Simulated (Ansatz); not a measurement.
```yaml
atoms:
  - { symbol: Zr, position_ang: [0.2562, 0.1102, -0.0744] }
  - { symbol: O, position_ang: [-0.5824, 0.5082, 2.0953] }
  - { symbol: H, position_ang: [-1.1544, 1.3023, 2.0109] }
  - { symbol: Cl, position_ang: [1.5882, 0.3587, -2.0087] }
  - { symbol: Cl, position_ang: [-1.4572, 1.7834, -0.4343] }
  - { symbol: O, position_ang: [-0.1748, -1.7382, 0.0406] }
  - { symbol: H, position_ang: [-0.5078, -2.6392, -0.0755] }
  - { symbol: H, position_ang: [1.6924, 0.4512, 1.0838] }
  - { symbol: H, position_ang: [0.1914, 0.7744, 2.6332] }
```

Core potentials replace the inner electrons of Zr.

These are results of RKS PBE-D4/def2-SVP in Ansatz, not measurements.

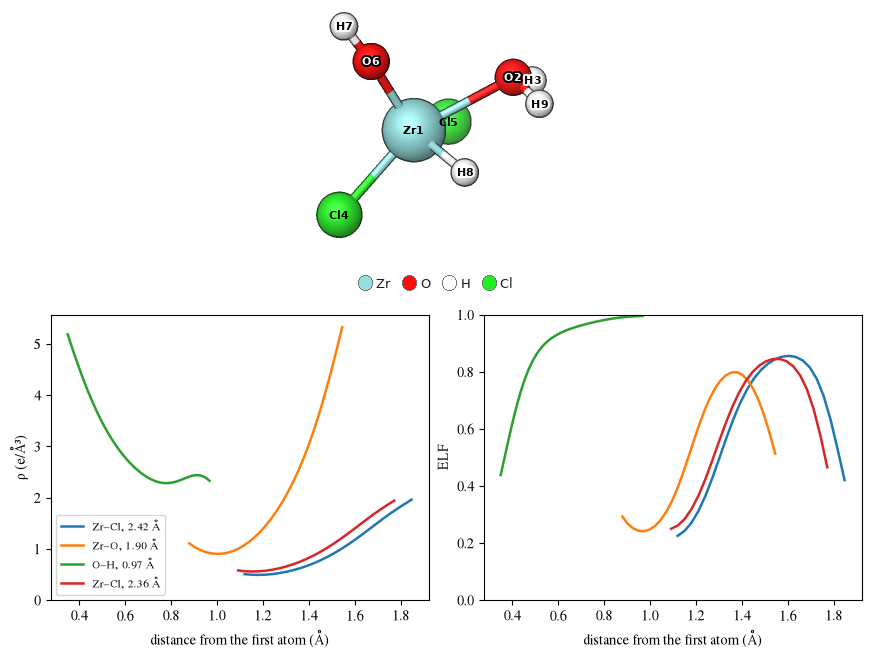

Cl$_{2}$H$_{4}$O$_{2}$Zr. Electron density and ELF along straight lines between neighbouring atoms. The curves leave out the atomic cores. The structure is drawn too.

Q: Compare the contacts.

A: Zr–Cl (2.42 Å): ρ is about 0.5 e/Å³ halfway; the ELF peaks at about 0.85 in the valence shell of Cl, 0.8 Å from its nucleus, and is about 0.30 at the midpoint.
Zr–O (1.90 Å): ρ is about 0.94 e/Å³ halfway; the ELF peaks at about 0.80 in the valence shell of O, 0.5 Å from its nucleus, and drops to about 0.25 between the two atoms.
O–H (0.97 Å): ρ is about 3.6 e/Å³ halfway; the ELF climbs to about 1 towards the hydrogen, as it does in any bond to H: a covalent bond by its length.
Zr–Cl (2.36 Å): the density is about 0.56 e/Å³ at the midpoint; the ELF peaks at about 0.85 in the valence shell of Cl, 0.8 Å from its nucleus, and is about 0.30 at the midpoint.
